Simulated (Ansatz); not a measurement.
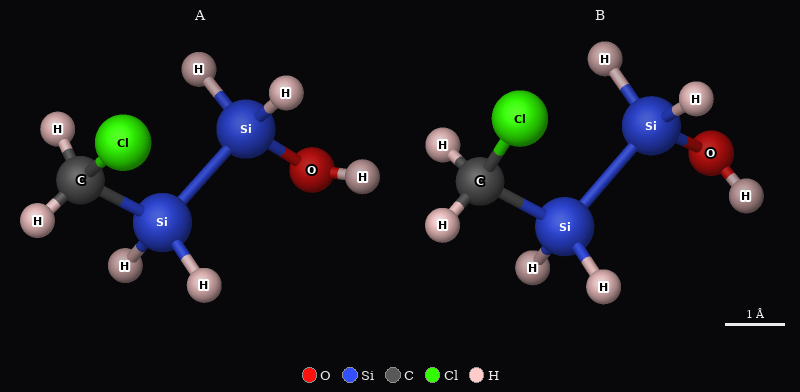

Two geometries of CH$_{7}$ClOSi$_{2}$ (coarse preliminary run), drawn at one scale. One is the start of a relaxation, the other its converged end. The picture is a ball-and-stick view, seen from a free direction.

The calculation used RKS PBE-D4/def2-SVP in Ansatz 0.2.0. Settings: force threshold 0.03 eV/Å; at most 200 steps.

> Which geometry has the lower energy?

Structure B is the relaxed one. The start comes from a force field. After 10 accepted moves (11 points after the start) the energy has fallen by 6.42 kcal/mol. The largest force component goes from 2.8 to 0.026 eV/Å. The line search rejected the trial step at point 8 of the run. The forces were under the threshold at step 9, but the run went on from there. The atom that moves furthest after the best rigid fit is the Cl atom (0.53 Å). Largest moves by element: Cl 0.53 Å, H 0.51 Å, O 0.31 Å, Si 0.18 Å, C 0.06 Å. Some distances before and after: Si–Si 2.286 → 2.364 Å, C–H 1.039 → 1.108 Å, H–Si 1.460 → 1.509 Å, C–Si 1.876 → 1.913 Å. Bond angles that change, for instance: O–Si–H 111.1° → 105.3°, H–Si–H 103.2° → 107.8°, H–C–H 112.8° → 108.3°. Groups turn about O–Si by about 40°.
